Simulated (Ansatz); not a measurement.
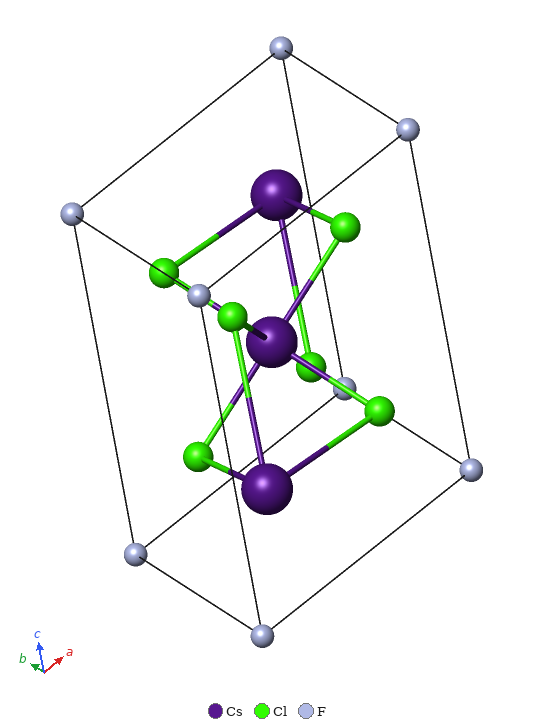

Ball-and-stick representation of a periodic structure, projected slightly off an axis. Thin lines show the simulation cell, with boundary atoms drawn in all their periodic places.

```yaml
crystal:
  lattice:
    - [0.00000, 5.35826, 5.35826]
    - [5.35826, 0.00000, 5.35826]
    - [5.35826, 5.35826, 0.00000]
  atoms:
    - { symbol: Cs, position: [0.25000, 0.25000, 0.25000] }
    - { symbol: Cs, position: [0.75000, 0.75000, 0.75000] }
    - { symbol: Cs, position: [0.50000, 0.50000, 0.50000] }
    - { symbol: Cl, position: [0.22990, 0.77010, 0.77010] }
    - { symbol: Cl, position: [0.77010, 0.22990, 0.77010] }
    - { symbol: Cl, position: [0.77010, 0.22990, 0.22990] }
    - { symbol: Cl, position: [0.22990, 0.77010, 0.22990] }
    - { symbol: Cl, position: [0.77010, 0.77010, 0.22990] }
    - { symbol: Cl, position: [0.22990, 0.22990, 0.77010] }
    - { symbol: F, position: [0.00000, 0.00000, 0.00000] }
```

Theory: DFT, PAW plane waves, PBE in Ansatz 0.2.0. Numerical settings: a kinetic-energy cutoff of 420 eV, the zone sampled with 6×6×6 points, Fermi-Dirac smearing of 0.1 eV, no spin polarisation.

### State the Bader charges by element.

Cs +0.88 to +0.93 e; Cl -0.40 e; F -0.30 e.

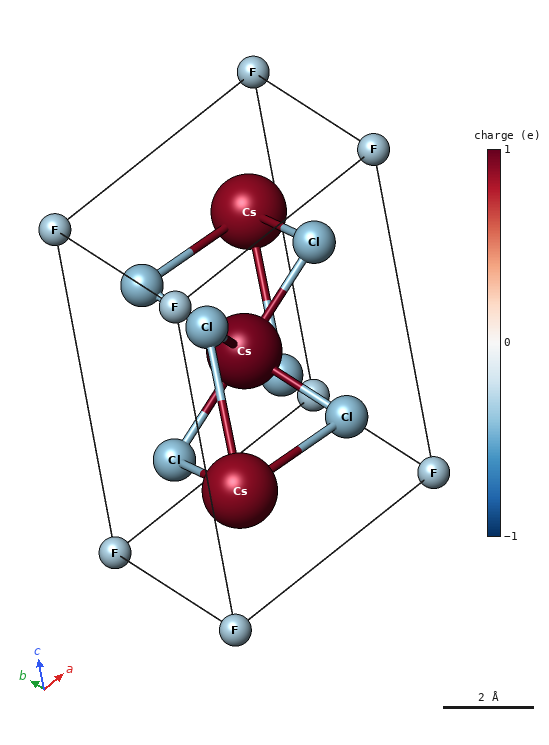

The atoms coloured by those charges.

The structure is a generated cell, made by putting these elements into a known structure type (the compound may or may not exist in this form); no relaxation was done. It went into a calculation with Ansatz.
